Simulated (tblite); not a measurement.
## Run report: C$_{5}$H$_{11}$F$_{3}$GaN, geometry relaxation (part 1 of 2)

System: C$_{5}$H$_{11}$F$_{3}$GaN, SMILES C[N+](C)(C)[GaH2-][C](F)=C(F)F.
Method: GFN2-xTB geometry optimisation, gas phase (tblite 0.8.0).

It belongs to a series of runs on one base structure; here: H on Ga replaced by CF=CF2.

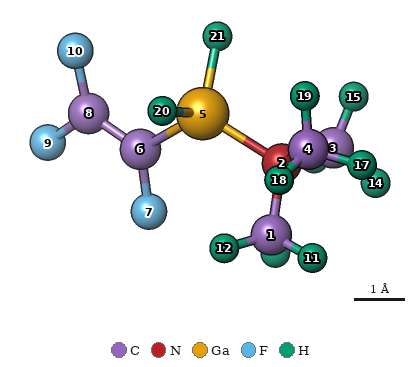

**Figure 1.** The starting structure (ball-and-stick view, seen at a tilt; atoms are numbered from 1 in the order of the input). Sticks mark near contacts. Bond lengths as drawn: C–C 1.35 Å, C–F 1.35 to 1.38 Å, C–Ga 1.98 Å, C–H 1.09 to 1.12 Å, C–N 1.45 to 1.47 Å, Ga–H 1.63 Å and Ga–N 1.89 Å.

**Summary**

```tsv
quantity	value
outcome	converged
total energy	−942.1872 eV
hardware	1 CPU thread, shared host
wall time	0.9 s
peak memory	0.18 GiB
```

**The input**
```
{"job": {"kind": "relax", "xc": "GFN2-xTB", "basis": "xTB"}, "charge": 0, "multiplicity": 1}
C     -1.038100    -1.161500    -0.771200
N     -0.900300     0.096300    -0.061900
C     -1.452100    -0.091000     1.261800
C     -1.762900     1.045400    -0.777200
Ga     0.855100     0.786000    -0.087000
C      2.270000    -0.571600     0.152200
F      1.980800    -1.889400     0.045700
C      3.547600    -0.237700     0.433100
F      4.470100    -1.256400     0.588000
F      3.950700     1.045500     0.562400
H     -2.099700    -1.216200    -1.126700
H     -0.404500    -1.171300    -1.670500
H     -0.847300    -2.011500    -0.064200
H     -2.445300    -0.585400     1.162600
H     -1.614900     0.860000     1.812300
H     -0.816800    -0.804600     1.803200
H     -2.824500     0.827100    -0.499800
H     -1.605300     0.857700    -1.853300
H     -1.503000     2.057500    -0.469700
H      1.142300     1.524200    -1.506300
H      1.089200     1.913700     1.066100
```

The first line tells a small driver script what to run in tblite; the rest is the geometry in Å.

Run as:
```bash
OMP_NUM_THREADS=1 python <driver script> task.json out
```

**The program's output**
```
step      E/eV     max force
  0    -941.01901    3.249
  1    -941.34790    2.310
  2    -941.61050    1.610
  3    -941.70663    1.029
  4    -941.78012    0.591
  5    -941.82144    0.472
  6    -941.85726    0.479
  7    -941.89030    0.489
  8    -941.91203    0.340
  9    -941.92367    0.260
 10    -941.93330    0.276
 11    -941.94695    0.393
 12    -941.96212    0.408
 13    -941.97624    0.406
 14    -941.98993    0.378
 15    -942.00565    0.355
 16    -942.02270    0.448
 17    -942.03820    0.309
 18    -942.04999    0.266
 19    -942.06063    0.290
 20    -942.07532    0.561
 21    -942.09364    0.653
 22    -942.10741    0.420
 23    -942.11324    0.144
 24    -942.11548    0.124
 25    -942.11770    0.161
 26    -942.12038    0.185
 27    -942.12283    0.117
 28    -942.12473    0.109
 29    -942.12648    0.109
 30    -942.12850    0.125
 31    -942.13067    0.118
 32    -942.13255    0.084
 33    -942.13401    0.085
 34    -942.13523    0.084
 35    -942.13640    0.108
 36    -942.13765    0.102
 37    -942.13920    0.099
 38    -942.14122    0.107
 39    -942.14327    0.093
 40    -942.14506    0.105
 41    -942.14666    0.098
 42    -942.14835    0.094
 43    -942.15038    0.095
 44    -942.15241    0.112
 45    -942.15386    0.080
 46    -942.15464    0.060
 47    -942.15516    0.055
 48    -942.15579    0.088
 49    -942.15665    0.108
 50    -942.15763    0.097
 51    -942.15858    0.066
 52    -942.15932    0.055
 53    -942.15988    0.059
 54    -942.16027    0.049
 55    -942.16062    0.047
 56    -942.16095    0.059
 57    -942.16134    0.070
 58    -942.16180    0.067
 59    -942.16237    0.062
 60    -942.16316    0.079
 61    -942.16432    0.118
 62    -942.16591    0.144
 63    -942.16774    0.122
 64    -942.16940    0.106
 65    -942.17069    0.086
 66    -942.17173    0.116
 67    -942.17279    0.129
 68    -942.17373    0.102
 69    -942.17423    0.078
 70    -942.17467    0.044
 71    -942.17492    0.039
 72    -942.17529    0.035
 73    -942.17562    0.044
 74    -942.17620    0.041
 75    -942.17669    0.040
 76    -942.17710    0.042
 77    -942.17743    0.043
 78    -942.17780    0.044
 79    -942.17816    0.042
 80    -942.17853    0.050
 81    -942.17895    0.048
 82    -942.17944    0.048
 83    -942.17999    0.053
 84    -942.18049    0.052
 85    -942.18094    0.045
 86    -942.18141    0.039
 87    -942.18193    0.041
 88    -942.18242    0.049
 89    -942.18274    0.037
 90    -942.18294    0.026
 91    -942.18310    0.025
 92    -942.18327    0.029
 93    -942.18344    0.033
 94    -942.18361    0.028
 95    -942.18377    0.036
 96    -942.18395    0.042
 97    -942.18424    0.040
 98    -942.18445    0.032
 99    -942.18468    0.025
100    -942.18479    0.022
101    -942.18486    0.021
102    -942.18492    0.020
103    -942.18501    0.020
104    -942.18513    0.024
105    -942.18531    0.037
106    -942.18552    0.043
107    -942.18576    0.038
108    -942.18603    0.028
109    -942.18633    0.048
110    -942.18661    0.029
111    -942.18678    0.044
112    -942.18686    0.017
113    -942.18689    0.014
114    -942.18693    0.013
115    -942.18697    0.017
116    -942.18700    0.016
117    -942.18704    0.012
118    -942.18707    0.012
119    -942.18709    0.011
120    -942.18713    0.013
121    -942.18717    0.016
122    -942.18721    0.012
123    -942.18724    0.009
```

**Trajectory as extended XYZ (Å, eV, eV/Å), 23 of the 124 frames kept, from step=0 to step=123**
```
21
Properties=species:S:1:pos:R:3:forces:R:3 step=0 energy=-941.01901
C    -1.0381   -1.1615   -0.7712   -0.7710  -0.8310  -0.0370
N    -0.9003    0.0963   -0.0619   -1.5530  -0.0900  -0.1550
C    -1.4521   -0.0910    1.2618   -0.7690  -0.4300   0.6060
C    -1.7629    1.0454   -0.7772   -0.3630  -0.3970   0.0580
Ga    0.8551    0.7860   -0.0870    2.3600   2.2290  -0.1250
C     2.2700   -0.5716    0.1522    1.0620   0.8370   0.4150
F     1.9808   -1.8894    0.0457    0.0390  -0.5900  -0.0020
C     3.5476   -0.2377    0.4331   -0.8970  -1.4370  -0.2490
F     4.4701   -1.2564    0.5880   -0.2230   1.7240  -0.0010
F     3.9507    1.0455    0.5624   -0.1480  -1.2730  -0.0750
H    -2.0997   -1.2162   -1.1267    0.6180  -0.4730   0.2540
H    -0.4045   -1.1713   -1.6705    0.1340  -0.1820   0.3840
H    -0.8473   -2.0115   -0.0642    0.1750   0.5330  -0.9350
H    -2.4453   -0.5854    1.1626    0.2510   0.2590   0.1760
H    -1.6149    0.8600    1.8123    0.5030  -0.4990  -0.3010
H    -0.8168   -0.8046    1.8032    0.0500   0.4650   0.2420
H    -2.8245    0.8271   -0.4998    0.5430   0.2980  -0.4010
H    -1.6053    0.8577   -1.8533   -0.1060   0.6360   0.3360
H    -1.5030    2.0575   -0.4697    0.0030   0.1680  -0.2170
H     1.1423    1.5242   -1.5063   -0.4250  -0.4090   0.3770
H     1.0892    1.9137    1.0661   -0.4840  -0.5380  -0.3490
21
Properties=species:S:1:pos:R:3:forces:R:3 step=6 energy=-941.85726
C    -1.0676   -1.1824   -0.7841    0.0370  -0.2390  -0.0560
N    -0.9381    0.0845   -0.0624   -0.4100  -0.1080  -0.0880
C    -1.4834   -0.1211    1.2785    0.0040   0.0700   0.1270
C    -1.7794    1.0536   -0.7698   -0.0570   0.0520  -0.0710
Ga    1.0632    0.9639   -0.1014   -0.1560  -0.1770   0.0770
C     2.2458   -0.6081    0.1689    0.4560  -0.1140   0.0920
F     1.9574   -1.9327    0.0444   -0.2430  -0.2300  -0.0170
C     3.5144   -0.3218    0.4242    0.1670  -0.1440   0.0490
F     4.5517   -1.1395    0.6058   -0.1000   0.0870  -0.0240
F     3.9176    0.9560    0.5519   -0.4140   0.0670  -0.0900
H    -2.1055   -1.3209   -1.1339    0.3250  -0.0580   0.0900
H    -0.3838   -1.1916   -1.6341   -0.0300   0.0580  -0.1150
H    -0.8012   -2.0183   -0.1356    0.0710   0.0440  -0.0310
H    -2.4843   -0.5874    1.2194    0.3210   0.1460   0.1090
H    -1.5578    0.8348    1.7998    0.0000   0.0290  -0.0300
H    -0.8059   -0.7612    1.8496   -0.0690  -0.0150  -0.0440
H    -2.8430    0.8736   -0.5524    0.1710   0.0990  -0.0750
H    -1.6142    0.9470   -1.8436    0.0330   0.0960   0.0180
H    -1.5068    2.0725   -0.4880   -0.0070   0.0510   0.1430
H     1.0899    1.5059   -1.5268   -0.0160   0.1150  -0.2240
H     1.0221    1.9102    1.0892   -0.0840   0.1740   0.1600
21
Properties=species:S:1:pos:R:3:forces:R:3 step=11 energy=-941.94695
C    -1.0500   -1.2033   -0.7936   -0.0050   0.0860   0.0300
N    -0.9733    0.0703   -0.0745    0.3620   0.1510   0.0180
C    -1.4735   -0.1072    1.2872    0.0140   0.0040  -0.0670
C    -1.7825    1.0691   -0.7763    0.0270  -0.0330   0.0460
Ga    1.0673    0.9544   -0.0902   -0.0020  -0.0740  -0.0300
C     2.2637   -0.6657    0.1759   -0.3360  -0.0610  -0.0640
F     1.9096   -1.9753    0.0485    0.0180  -0.0940   0.0410
C     3.5217   -0.3627    0.4287    0.0240   0.0150  -0.0060
F     4.6045   -1.1112    0.6154   -0.0770   0.1690  -0.0020
F     3.8078    0.9589    0.5269   -0.0540   0.0060  -0.0260
H    -2.0702   -1.3811   -1.1342   -0.1360  -0.1000  -0.0510
H    -0.3829   -1.1797   -1.6576    0.0290   0.0500  -0.0100
H    -0.7547   -2.0262   -0.1459    0.1470   0.0290   0.0100
H    -2.4619   -0.5681    1.2691   -0.1940  -0.0210   0.0430
H    -1.5385    0.8555    1.7945    0.0860   0.0430  -0.0340
H    -0.8036   -0.7573    1.8509    0.1120   0.0440  -0.0290
H    -2.8450    0.9105   -0.5840   -0.1340  -0.0140  -0.0280
H    -1.6008    0.9962   -1.8482    0.0740   0.0390  -0.0050
H    -1.5060    2.0770   -0.4505    0.0470  -0.0520   0.0760
H     1.0757    1.5217   -1.5582    0.0300  -0.0740   0.2320
H     0.9837    1.9408    1.1156   -0.0310  -0.1120  -0.1440
21
Properties=species:S:1:pos:R:3:forces:R:3 step=17 energy=-942.03820
C    -1.0181   -1.1991   -0.8040    0.0630  -0.0060  -0.0330
N    -0.9596    0.0759   -0.0880   -0.2810  -0.1280   0.0040
C    -1.4501   -0.0853    1.2784    0.0590   0.0090   0.0520
C    -1.7697    1.0835   -0.7683    0.0370   0.0480  -0.0240
Ga    1.0506    0.8704   -0.0744   -0.0570   0.1420   0.0590
C     2.1929   -0.7695    0.1712    0.0430   0.0370   0.0790
F     1.8704   -2.0888    0.0847    0.2120   0.0040   0.0670
C     3.4356   -0.3777    0.4099   -0.2940  -0.0050  -0.0440
F     4.5879   -0.9921    0.6195   -0.0160  -0.1070  -0.0100
F     3.6186    0.9729    0.4706   -0.1850   0.0110  -0.0830
H    -2.0363   -1.4674   -1.1168    0.0950   0.1040   0.1480
H    -0.3821   -1.1287   -1.6910   -0.0270   0.0140  -0.0430
H    -0.6180   -1.9871   -0.1647   -0.0210  -0.0040  -0.0540
H    -2.4602   -0.5187    1.3228    0.1840   0.0310  -0.1170
H    -1.4661    0.8932    1.7614    0.0190   0.0070   0.0330
H    -0.7506   -0.7223    1.8226   -0.0470  -0.0500   0.0670
H    -2.8490    0.9266   -0.6340    0.1730  -0.0810   0.0160
H    -1.5367    1.0744   -1.8338    0.0210   0.0460   0.0150
H    -1.4873    2.0570   -0.3567   -0.0920   0.0820  -0.0660
H     1.0940    1.4983   -1.4746    0.0950  -0.0460  -0.2060
H     0.9247    1.9013    1.0647    0.0200  -0.1070   0.1400
21
Properties=species:S:1:pos:R:3:forces:R:3 step=22 energy=-942.10741
C    -0.9855   -1.1887   -0.8142   -0.0310   0.0560   0.0730
N    -0.9546    0.0785   -0.0925    0.3760   0.1870   0.0110
C    -1.4132   -0.0712    1.2816   -0.0030   0.0100  -0.0410
C    -1.7465    1.1017   -0.7651   -0.0190  -0.0670   0.0010
Ga    1.0173    0.8525   -0.0677    0.1130   0.0010  -0.1390
C     2.1073   -0.8365    0.1935   -0.0830  -0.0320  -0.0350
F     1.9307   -2.1853    0.1408   -0.0580   0.0260   0.0760
C     3.3239   -0.3672    0.3913    0.1680  -0.0080   0.0440
F     4.5059   -0.9290    0.6059   -0.0590   0.0640  -0.0360
F     3.4357    0.9959    0.3998   -0.0230   0.0320  -0.0280
H    -2.0086   -1.4887   -1.0531   -0.0430  -0.0070  -0.0720
H    -0.3916   -1.0853   -1.7280   -0.1170  -0.0040  -0.0210
H    -0.5270   -1.9633   -0.2005    0.0210  -0.0110  -0.0030
H    -2.4226   -0.4865    1.3143   -0.0770  -0.0450   0.0730
H    -1.4033    0.9133    1.7539   -0.0410  -0.0300   0.0560
H    -0.7261   -0.7174    1.8334   -0.0210  -0.0360  -0.0520
H    -2.8134    0.8958   -0.6625   -0.1300   0.0350  -0.0510
H    -1.4786    1.1402   -1.8207    0.0120  -0.0400  -0.0320
H    -1.5116    2.0778   -0.3259   -0.0440  -0.0530   0.0140
H     1.1554    1.4500   -1.4929    0.0410  -0.0770   0.0600
H     0.8976    1.8302    1.1081    0.0180  -0.0030   0.1020
21
Properties=species:S:1:pos:R:3:forces:R:3 step=28 energy=-942.12473
C    -0.9829   -1.1752   -0.8071   -0.0290  -0.0080  -0.0510
N    -0.9338    0.0948   -0.0903   -0.0120  -0.0050  -0.0020
C    -1.4066   -0.0685    1.2788   -0.0150  -0.0270   0.0250
C    -1.7462    1.0974   -0.7692   -0.0140   0.0210  -0.0010
Ga    1.0462    0.8592   -0.0724   -0.0850   0.0120   0.0370
C     2.0988   -0.8421    0.1942   -0.0180   0.0030   0.0400
F     1.9216   -2.1907    0.1761   -0.0180   0.0220   0.0460
C     3.3121   -0.3614    0.3905    0.0490  -0.0300  -0.0240
F     4.4972   -0.9106    0.5974    0.0710   0.0350   0.0170
F     3.4126    1.0072    0.3779    0.0230  -0.0340  -0.0400
H    -2.0084   -1.4690   -1.0436   -0.0900  -0.0130   0.0610
H    -0.4252   -1.0794   -1.7414    0.0490   0.0390  -0.0320
H    -0.5156   -1.9562   -0.2082    0.0020   0.0160  -0.0060
H    -2.4159   -0.4873    1.3116   -0.0530  -0.0260  -0.0330
H    -1.4081    0.9036    1.7743    0.0240   0.0070   0.0140
H    -0.7283   -0.7294    1.8204    0.0480  -0.0220   0.0060
H    -2.8160    0.8866   -0.6785   -0.0140  -0.0520  -0.0210
H    -1.4705    1.1335   -1.8235    0.0100   0.0160  -0.0100
H    -1.5337    2.0728   -0.3236   -0.0080   0.0450  -0.0160
H     1.1857    1.4259   -1.4977    0.0410   0.0080   0.0010
H     0.9080    1.8061    1.1341    0.0400  -0.0090  -0.0110
21
Properties=species:S:1:pos:R:3:forces:R:3 step=34 energy=-942.13523
C    -0.9951   -1.1625   -0.8142    0.0120  -0.0070   0.0050
N    -0.9346    0.1040   -0.0904   -0.0770  -0.0310  -0.0100
C    -1.4077   -0.0777    1.2783    0.0110   0.0040  -0.0130
C    -1.7530    1.0991   -0.7739   -0.0050   0.0190  -0.0130
Ga    1.0445    0.8570   -0.0671    0.0300  -0.0080   0.0600
C     2.1024   -0.8419    0.2156    0.0480  -0.0040   0.0390
F     1.8960   -2.1863    0.2308    0.0510   0.0150   0.0500
C     3.3235   -0.3651    0.3810   -0.0470   0.0280   0.0110
F     4.5217   -0.8837    0.5957   -0.0190  -0.0460  -0.0150
F     3.4128    1.0056    0.3391    0.0330  -0.0100  -0.0440
H    -2.0320   -1.4555   -1.0143    0.0560  -0.0080  -0.0160
H    -0.4488   -1.0595   -1.7572   -0.0700   0.0050   0.0120
H    -0.5110   -1.9403   -0.2243   -0.0070  -0.0170  -0.0240
H    -2.4201   -0.4965    1.2999    0.0470  -0.0040   0.0050
H    -1.4057    0.8853    1.7932    0.0050   0.0000  -0.0250
H    -0.7209   -0.7450    1.8045   -0.0340  -0.0140  -0.0020
H    -2.8203    0.8613   -0.7024    0.0270   0.0180   0.0030
H    -1.4623    1.1349   -1.8254   -0.0010   0.0420   0.0120
H    -1.5607    2.0805   -0.3301   -0.0400  -0.0090  -0.0030
H     1.2265    1.4120   -1.4911   -0.0180   0.0230   0.0060
H     0.9359    1.7914    1.1519   -0.0020   0.0060  -0.0380
21
Properties=species:S:1:pos:R:3:forces:R:3 step=39 energy=-942.14327
C    -1.0040   -1.1554   -0.8194   -0.0130  -0.0150  -0.0400
N    -0.9433    0.1089   -0.0958    0.0840   0.0140   0.0000
C    -1.4047   -0.0840    1.2731   -0.0190   0.0010   0.0110
C    -1.7611    1.1058   -0.7801    0.0030  -0.0200   0.0260
Ga    1.0503    0.8459   -0.0492   -0.0020   0.0050  -0.0930
C     2.1062   -0.8470    0.2560   -0.0270   0.0120  -0.0110
F     1.9050   -2.1894    0.3127    0.0290  -0.0290   0.0770
C     3.3276   -0.3617    0.3794    0.0660  -0.0140  -0.0050
F     4.5298   -0.8774    0.5856   -0.0350  -0.0170  -0.0190
F     3.4185    1.0040    0.2761    0.0420   0.0080   0.0160
H    -2.0379   -1.4636   -0.9962   -0.0630  -0.0140  -0.0070
H    -0.4962   -1.0341   -1.7770    0.0410  -0.0250  -0.0800
H    -0.4980   -1.9359   -0.2521    0.0360   0.0260  -0.0070
H    -2.4128   -0.5075    1.2978   -0.0600   0.0290   0.0070
H    -1.3940    0.8743    1.7943   -0.0190   0.0110   0.0170
H    -0.7246   -0.7648    1.7905    0.0360   0.0200  -0.0170
H    -2.8229    0.8488   -0.7275   -0.0440   0.0050  -0.0310
H    -1.4501    1.1671   -1.8244   -0.0110  -0.0150   0.0020
H    -1.6023    2.0879   -0.3284    0.0270  -0.0160   0.0800
H     1.2510    1.4079   -1.4715   -0.0480  -0.0160   0.0230
H     0.9546    1.7870    1.1557   -0.0210   0.0510   0.0500
21
Properties=species:S:1:pos:R:3:forces:R:3 step=45 energy=-942.15386
C    -1.0164   -1.1519   -0.8449    0.0140   0.0040   0.0150
N    -0.9511    0.1075   -0.1081   -0.0040   0.0070  -0.0040
C    -1.4075   -0.0912    1.2640    0.0030  -0.0030  -0.0070
C    -1.7724    1.1103   -0.7778   -0.0090   0.0170  -0.0120
Ga    1.0540    0.8425   -0.0399   -0.0070  -0.0010   0.0730
C     2.1190   -0.8473    0.3020   -0.0050   0.0130   0.0200
F     1.9313   -2.1884    0.4457   -0.0300   0.0610   0.0140
C     3.3464   -0.3637    0.3729   -0.0140  -0.0060  -0.0080
F     4.5429   -0.8943    0.5681    0.0110   0.0100  -0.0030
F     3.4519    0.9944    0.2125    0.0000  -0.0280   0.0070
H    -2.0530   -1.4793   -0.9840    0.0300   0.0150  -0.0050
H    -0.5417   -1.0231   -1.8219   -0.0220   0.0160   0.0350
H    -0.4727   -1.9203   -0.2958    0.0120  -0.0170  -0.0200
H    -2.4212   -0.5023    1.2999   -0.0050  -0.0160  -0.0310
H    -1.3909    0.8625    1.7950    0.0210   0.0130  -0.0260
H    -0.7210   -0.7747    1.7685   -0.0050  -0.0150   0.0110
H    -2.8343    0.8427   -0.7646    0.0080  -0.0220   0.0400
H    -1.4447    1.2030   -1.8146    0.0220   0.0300   0.0050
H    -1.6353    2.0775   -0.2873    0.0150  -0.0180   0.0130
H     1.2449    1.4072   -1.4542   -0.0200  -0.0140  -0.0760
H     0.9627    1.8059    1.1637   -0.0130  -0.0450  -0.0380
21
Properties=species:S:1:pos:R:3:forces:R:3 step=50 energy=-942.15763
C    -1.0176   -1.1461   -0.8537    0.0080  -0.0090  -0.0310
N    -0.9507    0.1101   -0.1141   -0.0050  -0.0350   0.0070
C    -1.4060   -0.0960    1.2568    0.0120  -0.0010  -0.0020
C    -1.7769    1.1147   -0.7769    0.0360  -0.0110   0.0400
Ga    1.0550    0.8368   -0.0312   -0.0050   0.0210  -0.0950
C     2.1191   -0.8439    0.3389    0.0200   0.0000   0.0150
F     1.9264   -2.1760    0.5334   -0.0490  -0.0120   0.0000
C     3.3509   -0.3674    0.3665   -0.0250   0.0180   0.0250
F     4.5510   -0.8908    0.5557    0.0090  -0.0270  -0.0020
F     3.4558    0.9847    0.1704    0.0090   0.0430  -0.0120
H    -2.0526   -1.4841   -0.9712    0.0030  -0.0070   0.0170
H    -0.5760   -1.0031   -1.8418    0.0300   0.0180  -0.0270
H    -0.4474   -1.9138   -0.3301   -0.0090   0.0090   0.0040
H    -2.4227   -0.5036    1.2889    0.0370   0.0180  -0.0060
H    -1.3782    0.8578    1.7880   -0.0170  -0.0190   0.0080
H    -0.7214   -0.7862    1.7566   -0.0270  -0.0010  -0.0010
H    -2.8353    0.8288   -0.7766    0.0510   0.0180  -0.0040
H    -1.4311    1.2387   -1.8057   -0.0300  -0.0020   0.0340
H    -1.6542    2.0688   -0.2589   -0.0170   0.0120  -0.0050
H     1.2407    1.3891   -1.4616   -0.0240  -0.0510   0.0360
H     0.9624    1.7984    1.1660   -0.0100   0.0170  -0.0020
21
Properties=species:S:1:pos:R:3:forces:R:3 step=56 energy=-942.16095
C    -1.0116   -1.1456   -0.8625    0.0030   0.0070   0.0090
N    -0.9428    0.1057   -0.1151    0.0060   0.0160   0.0130
C    -1.4018   -0.0997    1.2531   -0.0100  -0.0130   0.0210
C    -1.7691    1.1161   -0.7658   -0.0090   0.0070  -0.0070
Ga    1.0520    0.8388   -0.0407    0.0120  -0.0320  -0.0260
C     2.1163   -0.8351    0.3563   -0.0200   0.0130  -0.0010
F     1.9055   -2.1633    0.5623    0.0060   0.0170   0.0000
C     3.3507   -0.3652    0.3721    0.0060  -0.0130  -0.0020
F     4.5500   -0.8976    0.5499   -0.0270   0.0150   0.0090
F     3.4612    0.9860    0.1599   -0.0070  -0.0250  -0.0030
H    -2.0464   -1.4878   -0.9690    0.0030   0.0050  -0.0220
H    -0.5754   -0.9925   -1.8522    0.0030  -0.0070  -0.0040
H    -0.4373   -1.9134   -0.3441    0.0110   0.0030  -0.0080
H    -2.4199   -0.5000    1.2789   -0.0180  -0.0140   0.0020
H    -1.3764    0.8542    1.7833    0.0070  -0.0110   0.0210
H    -0.7274   -0.7934    1.7589    0.0140  -0.0180   0.0020
H    -2.8244    0.8266   -0.7702   -0.0250   0.0010   0.0070
H    -1.4302    1.2540   -1.7935    0.0180  -0.0010  -0.0130
H    -1.6548    2.0665   -0.2395    0.0130   0.0060   0.0100
H     1.2208    1.3642   -1.4768    0.0110  -0.0130  -0.0060
H     0.9519    1.7984    1.1541    0.0010   0.0590  -0.0030
```
